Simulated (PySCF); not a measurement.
H$_{4}$N$_{2}$, SMILES `NN`.

Computed with PySCF, CAM-B3LYP/def2-TZVP, geometry: GFN2-xTB. No frequency check shows the geometry to be a minimum. Without diffuse functions Rydberg states are missing, so the states' numbers hold for this basis only.

Input

```python
import numpy as np
from pyscf import gto, scf, dft, tdscf
from pyscf.scf import atom_ks, atom_hf
from scipy.linalg import block_diag

def solve(mol, dm0=None, hcore=None):
    mf = (dft.UKS if mol.spin else dft.RKS)(mol, xc='camb3lyp')
    mf.grids.level = 3
    mf = mf.density_fit(auxbasis='def2-universal-jkfit')
    mf.conv_tol, mf.max_cycle = 1e-8, 80
    if hcore is not None:
        mf.get_hcore = lambda *args: hcore
    mf.kernel(dm0)
    if not mf.converged:
        mf = mf.newton().run(mf.mo_coeff, mf.mo_occ, max_cycle=30)
    assert mf.converged, 'SCF not converged'
    return mf

mol = gto.M(atom='''
N      0.71839    -0.00001    -0.14643
N     -0.71839    -0.00001     0.14643
H      1.09620     0.81489     0.33586
H      1.09620    -0.81485     0.33586
H     -1.09620     0.81489    -0.33586
H     -1.09620    -0.81485    -0.33586
''', basis='def2-tzvp', charge=0, spin=0, verbose=4)
mf = solve(mol)
td = mf.TDDFT()
td.nstates, td.singlet, td.conv_tol = 6, True, 1e-5
td.kernel()
td.analyze()
x, y = np.array([p[0] for p in td.xy]), np.array([p[1] + 0 * p[0] for p in td.xy])
f, mu = td.oscillator_strength(), td.transition_dipole()
nto = [td.get_nto(state=i + 1, verbose=4) for i in range(len(td.e))]
# spherically averaged free atoms, for the promolecule
atm = atom_ks.get_atm_nrks(mol, xc='camb3lyp')
pro = block_diag(*[(atm[a[0]][2] * atm[a[0]][3]) @ atm[a[0]][2].T for a in mol._atom])
np.savez('result.npz', e=td.e, f=f, ok=td.converged, w=[n[0] for n in nto], nto=[n[1] for n in nto], x=x, y=y, c=mf.mo_coeff, occ=mf.mo_occ, eps=mf.mo_energy, pro=pro, mu=mu)
```

Launched as:

```sh
OMP_NUM_THREADS=1 python input.py
```

The run took 2.8 min on 1 thread of Arm Neoverse V1, with other jobs on the host, peak memory 0.49 GiB.

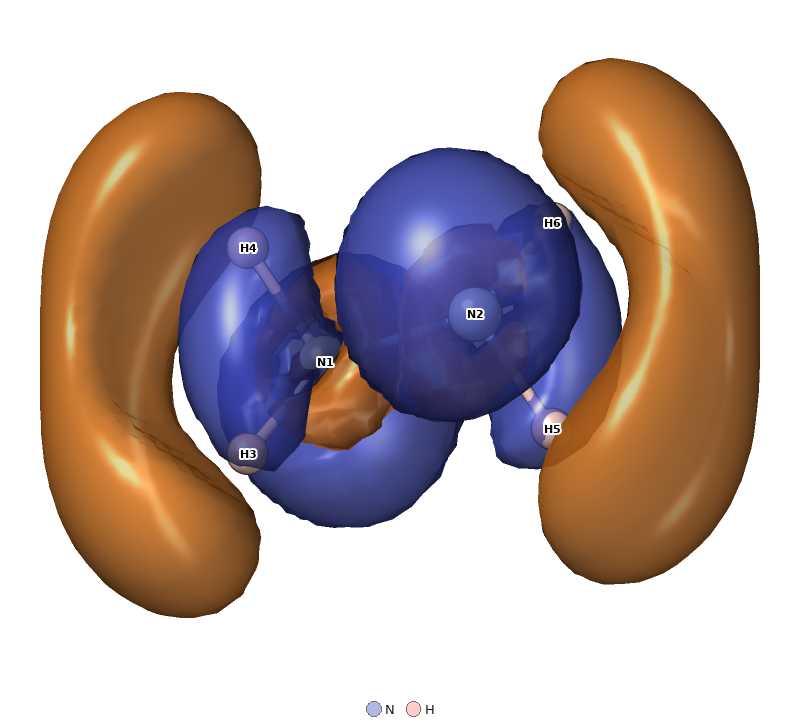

Unrelaxed difference density of S₂ less the ground state (full linear response singlet states), ±0.015 e/Å³; orange: gain, blue: loss.

**How does the charge move on excitation?**

0.77 e is displaced in all, of which about 0.5 e passes between atoms: N1 and N2 (0.26 e each) lose electrons and H3, H4, H5 and H6 (0.13 e each) gain them. The state: 6.07 eV (204 nm), f = 0.021, partly diffuse acceptor orbital, which a basis without diffuse functions describes poorly; the leading pair carries 99 %; hole on N1 and N2 (42 % each), electron on H3, H4, H5 and H6 (17 % each) and N1 and N2 (16 % each) (atom shares of so diffuse an orbital are rough); their centroids lie 0.0 Å apart.
